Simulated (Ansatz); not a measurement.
## Nudged elastic band, with input and output: C4H10OSi (part 1 of 2)

C4H10OSi, SMILES C=CC(C)(O)[SiH3], computed with RKS PBE0/cc-pVDZ (Ansatz 0.2.0).

It belongs to a series of runs on one base structure; here: band between the two ends. Figures and captions count atoms from 1; the log counts them from 0 in places.

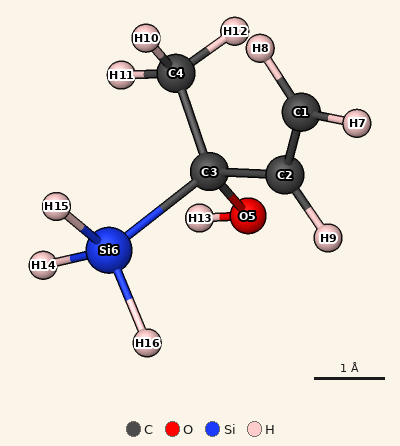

**Figure 1.** The input geometry (ball-and-stick view, seen at a tilt; atoms are numbered from 1 in the order of the input). Bond lengths as drawn: C–C 1.34 to 1.52 Å, C–H 1.09 to 1.10 Å, C–O 1.43 Å, C–Si 1.93 Å, H–O 0.97 Å and H–Si 1.50 to 1.51 Å.

Input:
```yaml
crystal:
  periodic: [false, false, false]
  atoms:
    - { symbol: C, position_ang: [0.105101, -2.11025, -0.693503] }
    - { symbol: C, position_ang: [-0.660497, -1.022537, -0.57741] }
    - { symbol: C, position_ang: [-0.211597, 0.366083, -0.235319] }
    - { symbol: C, position_ang: [1.236306, 0.656185, -0.605583] }
    - { symbol: O, position_ang: [-1.103699, 1.242232, -0.938184] }
    - { symbol: Si, position_ang: [-0.540409, 0.617259, 1.653782] }
    - { symbol: H, position_ang: [-0.339598, -3.083843, -0.909077] }
    - { symbol: H, position_ang: [1.190766, -2.079283, -0.571972] }
    - { symbol: H, position_ang: [-1.745593, -1.105315, -0.707381] }
    - { symbol: H, position_ang: [1.937343, -0.006067, -0.076024] }
    - { symbol: H, position_ang: [1.506167, 1.692512, -0.344352] }
    - { symbol: H, position_ang: [1.376811, 0.523821, -1.690274] }
    - { symbol: H, position_ang: [-0.870117, 2.146911, -0.692339] }
    - { symbol: H, position_ang: [-0.395833, 2.087683, 1.94516] }
    - { symbol: H, position_ang: [0.431619, -0.1474, 2.503441] }
    - { symbol: H, position_ang: [-1.93977, 0.199307, 1.983335] }
basis:
  gaussian: { orbitals: cc-pVDZ }
hamiltonian:
  xc: pbe0
neb:
  order_check: false
  images: 9
  f_tol: 0.05
  max_iterations: 30
  final_atoms:
    - { symbol: C, position_ang: [0.076729, -2.00789575, -0.83790252] }
    - { symbol: C, position_ang: [-0.67609614, -0.95566153, -0.50420926] }
    - { symbol: C, position_ang: [-0.20224204, 0.41733282, -0.12481411] }
    - { symbol: C, position_ang: [1.25445916, 0.69305949, -0.47464774] }
    - { symbol: O, position_ang: [-1.05967811, 1.40072933, -0.71421922] }
    - { symbol: Si, position_ang: [-0.51398853, 0.66254177, 1.76356699] }
    - { symbol: H, position_ang: [-0.38041423, -2.96937742, -1.08224477] }
    - { symbol: H, position_ang: [1.16812943, -1.95867111, -0.87158436] }
    - { symbol: H, position_ang: [-1.76785223, -1.06134082, -0.48450064] }
    - { symbol: H, position_ang: [1.9460504, 0.03557912, 0.07355691] }
    - { symbol: H, position_ang: [1.50574979, 1.73611625, -0.23407503] }
    - { symbol: H, position_ang: [1.4275463, 0.53791327, -1.55413096] }
    - { symbol: H, position_ang: [-1.0246344, 1.26566344, -1.67222027] }
    - { symbol: H, position_ang: [-0.21807844, 2.08468842, 2.13430917] }
    - { symbol: H, position_ang: [0.38406838, -0.25097919, 2.54371635] }
    - { symbol: H, position_ang: [-1.94274834, 0.34759991, 2.08369946] }
  initial_path:
    images:
      - { positions_ang: [[0.105101, -2.11025, -0.693503], [-0.660497, -1.022537, -0.57741], [-0.211597, 0.366083, -0.235319], [1.236306, 0.656185, -0.605583], [-1.103699, 1.242232, -0.938184], [-0.540409, 0.617259, 1.653782], [-0.339598, -3.083843, -0.909077], [1.190766, -2.079283, -0.571972], [-1.745593, -1.105315, -0.707381], [1.937343, -0.006067, -0.076024], [1.506167, 1.692512, -0.344352], [1.376811, 0.523821, -1.690274], [-0.870117, 2.146911, -0.692339], [-0.395833, 2.087683, 1.94516], [0.431619, -0.1474, 2.503441], [-1.93977, 0.199307, 1.983335]] }
      - { positions_ang: [[0.10702481, -2.11032889, -0.73224042], [-0.67039132, -1.0289461, -0.55780424], [-0.23187229, 0.36578048, -0.2145014], [1.24046371, 0.66580103, -0.58236789], [-1.1053051, 1.23407196, -0.9425751], [-0.54478313, 0.62859778, 1.68828315], [-0.34194871, -3.07195659, -0.95480929], [1.18819088, -2.05519441, -0.66241854], [-1.75138453, -1.12879735, -0.63943565], [1.93092948, 0.01118204, -0.04221154], [1.4852278, 1.70316855, -0.32686825], [1.37714617, 0.53094831, -1.66050837], [-0.80412864, 2.06529687, -0.86729397], [-0.38333887, 2.09181471, 1.98221623], [0.42407549, -0.15507509, 2.52539799], [-1.94290575, 0.23093469, 2.03143729]] }
      - { positions_ang: [[0.10894862, -2.11040778, -0.77097783], [-0.68028564, -1.0353552, -0.53819847], [-0.25214758, 0.36547796, -0.1936838], [1.24462143, 0.67541707, -0.55915277], [-1.1069112, 1.22591191, -0.9469662], [-0.54915726, 0.63993656, 1.7227843], [-0.34429943, -3.06007018, -1.00054158], [1.18561576, -2.03110581, -0.75286509], [-1.75717605, -1.1522797, -0.57149029], [1.92451596, 0.02843107, -0.00839908], [1.4642886, 1.71382511, -0.30938449], [1.37748134, 0.53807563, -1.63074275], [-0.73814028, 1.98368274, -1.04224894], [-0.37084473, 2.09594643, 2.01927246], [0.41653198, -0.16275018, 2.54735497], [-1.94604151, 0.26256238, 2.07953957]] }
      - { positions_ang: [[0.11087243, -2.11048667, -0.80971525], [-0.69017997, -1.0417643, -0.51859271], [-0.27242287, 0.36517544, -0.1728662], [1.24877914, 0.6850331, -0.53593766], [-1.1085173, 1.21775187, -0.9513573], [-0.5535314, 0.65127534, 1.75728545], [-0.34665014, -3.04818378, -1.04627388], [1.18304063, -2.00701722, -0.84331163], [-1.76296758, -1.17576206, -0.50354494], [1.91810245, 0.04568011, 0.02541337], [1.4433494, 1.72448166, -0.29190074], [1.37781651, 0.54520294, -1.60097712], [-0.67215192, 1.90206862, -1.21720391], [-0.3583506, 2.10007814, 2.05632869], [0.40898847, -0.17042527, 2.56931196], [-1.94917726, 0.29419007, 2.12764186]] }
      - { positions_ang: [[0.11279624, -2.11056557, -0.84845266], [-0.70007429, -1.0481734, -0.49898694], [-0.29269816, 0.36487292, -0.1520486], [1.25293685, 0.69464913, -0.51272254], [-1.1101234, 1.20959183, -0.95574841], [-0.55790553, 0.66261412, 1.7917866], [-0.34900085, -3.03629737, -1.09200617], [1.18046551, -1.98292863, -0.93375817], [-1.76875911, -1.19924441, -0.43559958], [1.91168893, 0.06292915, 0.05922583], [1.42241019, 1.73513821, -0.27441698], [1.37815168, 0.55233025, -1.57121149], [-0.60616355, 1.82045449, -1.39215888], [-0.34585646, 2.10420985, 2.09338491], [0.40144496, -0.17810036, 2.59126894], [-1.95231302, 0.32581776, 2.17574415]] }
      - { positions_ang: [[0.11472005, -2.11064446, -0.88719008], [-0.70996861, -1.0545825, -0.47938118], [-0.31297345, 0.3645704, -0.131231], [1.25709456, 0.70426517, -0.48950743], [-1.11172949, 1.20143179, -0.96013951], [-0.56227966, 0.67395291, 1.82628775], [-0.35135157, -3.02441096, -1.13773846], [1.17789039, -1.95884003, -1.02420471], [-1.77455064, -1.22272676, -0.36765423], [1.90527541, 0.08017819, 0.09303829], [1.40147099, 1.74579476, -0.25693323], [1.37848685, 0.55945757, -1.54144587], [-0.54017519, 1.73884036, -1.56711385], [-0.33336233, 2.10834156, 2.13044114], [0.39390146, -0.18577545, 2.61322593], [-1.95544877, 0.35744545, 2.22384644]] }
      - { positions_ang: [[0.10712184, -2.09009472, -0.87733257], [-0.70319411, -1.0347983, -0.48434679], [-0.29082717, 0.37512289, -0.12994762], [1.25656748, 0.70202403, -0.48653549], [-1.10131922, 1.2412913, -0.91095545], [-0.55262143, 0.67167068, 1.8137436], [-0.3571641, -3.01340425, -1.12663972], [1.1759382, -1.95880625, -0.99368064], [-1.77321096, -1.19044957, -0.39102351], [1.91343041, 0.07125837, 0.08914201], [1.42232675, 1.74385906, -0.25236159], [1.38829874, 0.55514871, -1.54398289], [-0.63706703, 1.64420498, -1.58813514], [-0.31030555, 2.10361094, 2.13121475], [0.39193484, -0.19881619, 2.59932401], [-1.95290868, 0.35547634, 2.19581704]] }
      - { positions_ang: [[0.09952363, -2.06954497, -0.86747506], [-0.69641962, -1.01501411, -0.48931241], [-0.26868089, 0.38567537, -0.12866424], [1.2560404, 0.6997829, -0.48356355], [-1.09090894, 1.2811508, -0.86177139], [-0.54296321, 0.66938845, 1.80119945], [-0.36297663, -3.00239754, -1.11554099], [1.17398601, -1.95877246, -0.96315657], [-1.77187127, -1.15817239, -0.41439279], [1.92158541, 0.06233856, 0.08524574], [1.44318251, 1.74192336, -0.24778995], [1.39811063, 0.55083985, -1.5465199], [-0.73395888, 1.54956959, -1.60915642], [-0.28724877, 2.09888031, 2.13198835], [0.38996822, -0.21185694, 2.5854221], [-1.9503686, 0.35350723, 2.16778765]] }
      - { positions_ang: [[0.09192542, -2.04899523, -0.85761754], [-0.68964513, -0.99522992, -0.49427803], [-0.2465346, 0.39622785, -0.12738087], [1.25551332, 0.69754176, -0.48059161], [-1.08049866, 1.32101031, -0.81258734], [-0.53330498, 0.66710623, 1.78865529], [-0.36878916, -2.99139084, -1.10444225], [1.17203381, -1.95873868, -0.9326325], [-1.77053159, -1.1258952, -0.43776207], [1.9297404, 0.05341875, 0.08134946], [1.46403827, 1.73998766, -0.24321831], [1.40792252, 0.54653099, -1.54905692], [-0.83085072, 1.45493421, -1.63017771], [-0.26419199, 2.09414968, 2.13276196], [0.38800161, -0.22489769, 2.57152018], [-1.94782851, 0.35153812, 2.13975825]] }
      - { positions_ang: [[0.08432721, -2.02844549, -0.84776003], [-0.68287063, -0.97544572, -0.49924364], [-0.22438832, 0.40678034, -0.12609749], [1.25498624, 0.69530063, -0.47761968], [-1.07008839, 1.36086982, -0.76340328], [-0.52364675, 0.664824, 1.77611114], [-0.37460169, -2.98038413, -1.09334351], [1.17008162, -1.95870489, -0.90210843], [-1.76919191, -1.09361801, -0.46113136], [1.9378954, 0.04449893, 0.07745319], [1.48489403, 1.73805195, -0.23864667], [1.41773441, 0.54222213, -1.55159394], [-0.92774256, 1.36029882, -1.65119899], [-0.24113522, 2.08941905, 2.13353557], [0.38603499, -0.23793844, 2.55761827], [-1.94528842, 0.34956901, 2.11172885]] }
      - { positions_ang: [[0.076729, -2.00789575, -0.83790252], [-0.67609614, -0.95566153, -0.50420926], [-0.20224204, 0.41733282, -0.12481411], [1.25445916, 0.69305949, -0.47464774], [-1.05967811, 1.40072933, -0.71421922], [-0.51398853, 0.66254177, 1.76356699], [-0.38041423, -2.96937742, -1.08224477], [1.16812943, -1.95867111, -0.87158436], [-1.76785223, -1.06134082, -0.48450064], [1.9460504, 0.03557912, 0.07355691], [1.50574979, 1.73611625, -0.23407503], [1.4275463, 0.53791327, -1.55413096], [-1.0246344, 1.26566344, -1.67222027], [-0.21807844, 2.08468842, 2.13430917], [0.38406838, -0.25097919, 2.54371635], [-1.94274834, 0.34759991, 2.08369946]] }
```

Machine: 2 threads of Intel Xeon @ 2.50GHz (Skylake/Cascade Lake), 16 GiB of memory available, shared host.

Launched with:
```bash
ansatz run input.yaml --threads 2 --pin off --max-ram 3072MiB --backend cpu --events-out ev --progress --plain --runs-dir out
```

Output:
```
Engine: ansatz 0.2.0, x86_64-unknown-linux-gnu
Functional definition: PBE0
  parameter a = 0.25
  parameter kappa = 0.804
  parameter beta = 0.06672455060314922
  exchange = (1 - a)*pbe_x(kappa = kappa, mu = beta*pi^2/3) + a*exact_x
  correlation = pbe_c(beta = beta)
1481 factors; integrals over basis functions are off by at most 4.8e-4 eV
mean field evaluation 1: about -14216.9303 eV, gradient 5.5e1 eV
mean field evaluation 2: about -14214.3153 eV, gradient 6.5e1 eV
mean field evaluation 4: about -14224.0305 eV, gradient 3.3e0 eV
mean field evaluation 8: about -14224.1105 eV, gradient 1.2e-1 eV
mean field evaluation 16: about -14224.1105 eV, gradient 2.4e-5 eV
mean field -14224.11049953 eV, -522.7264194094 hartree, gradient 2.4e-5 eV, S^2 0.000000; 0 other end points of the search recorded, 0 dependent functions left out
the calculation of the forces begins
reference -14224.11053010 eV, -522.7264205327 hartree; 28, 28 occupied and 110, 110 virtual orbitals, 1481 factors
1481 factors; integrals over basis functions are off by at most 7.2e-4 eV
mean field evaluation 32: about -14224.1473 eV, gradient 2.8e-5 eV
mean field -14224.14728923 eV, -522.7277714058 hartree, gradient 2.8e-5 eV, S^2 0.000000; 0 other end points of the search recorded, 0 dependent functions left out
[... from here on the field's lines of each further geometry are left out, up to the last ...]
NEB iter   1: max|band force component| = 8.304e0 eV/Å  barrier→ = 0.6559 eV  barrier← = 0.6927 eV  Δτ_max = 0.2000 Å  (292 SCF iters)
NEB iter   2: max|band force component| = 1.801e0 eV/Å  barrier→ = 0.1757 eV  barrier← = 0.2125 eV  Δτ_max = 0.1937 Å  (265 SCF iters)
NEB iter   3: max|band force component| = 1.735e0 eV/Å  barrier→ = 0.2375 eV  barrier← = 0.2743 eV  Δτ_max = 0.0965 Å  (259 SCF iters)
NEB iter   4: max|band force component| = 2.868e-1 eV/Å  barrier→ = 0.0689 eV  barrier← = 0.1057 eV  CI = image 5  Δτ_max = 0.0441 Å  (260 SCF iters)
NEB iter   5: max|band force component| = 1.575e-1 eV/Å  barrier→ = 0.0634 eV  barrier← = 0.1002 eV  CI = image 5  Δτ_max = 0.0341 Å  (263 SCF iters)
NEB iter   6: max|band force component| = 6.509e-2 eV/Å  barrier→ = 0.0618 eV  barrier← = 0.0986 eV  CI = image 5  Δτ_max = 0.0442 Å  (254 SCF iters)
NEB iter   7: max|band force component| = 8.648e-2 eV/Å  barrier→ = 0.0608 eV  barrier← = 0.0976 eV  CI = image 5  Δτ_max = 0.0221 Å  (265 SCF iters)
NEB iter   8: max|band force component| = 7.195e-2 eV/Å  barrier→ = 0.0603 eV  barrier← = 0.0971 eV  CI = image 5  Δτ_max = 0.0221 Å  (261 SCF iters)
the calculation of the forces begins
reference -14224.14485225 eV, -522.7276818483 hartree; 28, 28 occupied and 110, 110 virtual orbitals, 1481 factors
1481 factors; integrals over basis functions are off by at most 4.8e-4 eV
mean field -14224.05058767 eV, -522.7242176890 hartree, gradient 2.5e-5 eV, S^2 0.000000; 1 other end points of the search recorded, 0 dependent functions left out
the calculation of the forces begins
reference -14224.05061870 eV, -522.7242188294 hartree; 28, 28 occupied and 110, 110 virtual orbitals, 1481 factors
NEB iter   9: max|band force component| = 3.997e-2 eV/Å  barrier→ = 0.0599 eV  barrier← = 0.0967 eV  CI = image 5  Δτ_max = 0.0000 Å  (517 SCF iters)
```

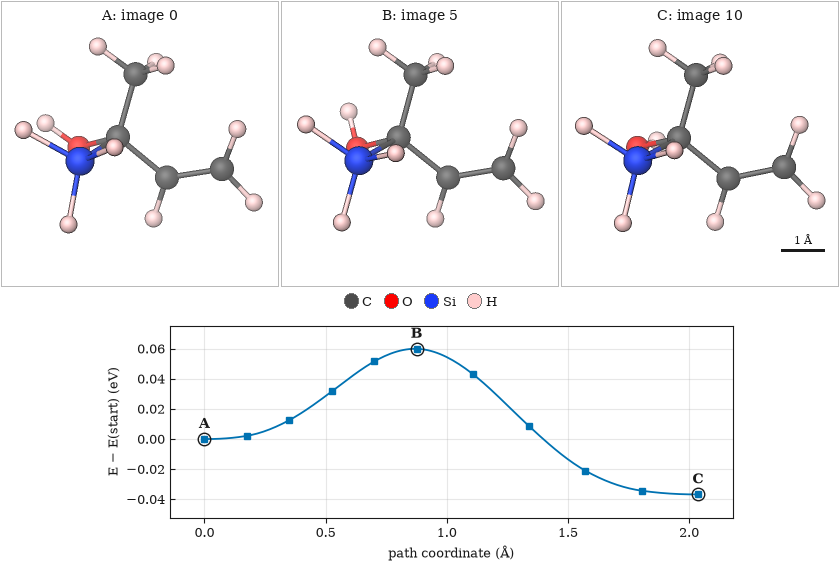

**Figure 2.** Images of the last band (counted from 0; ball-and-stick, seen at a tilt) above the energy along the path; the line is a cubic interpolation that uses the forces. The highest image is number 5, 0.060 eV above the start and 0.097 eV above the end (the climbing image); the end lies 0.037 eV below the start. The path is 2.04 Å long. The band converged in 9 iterations.
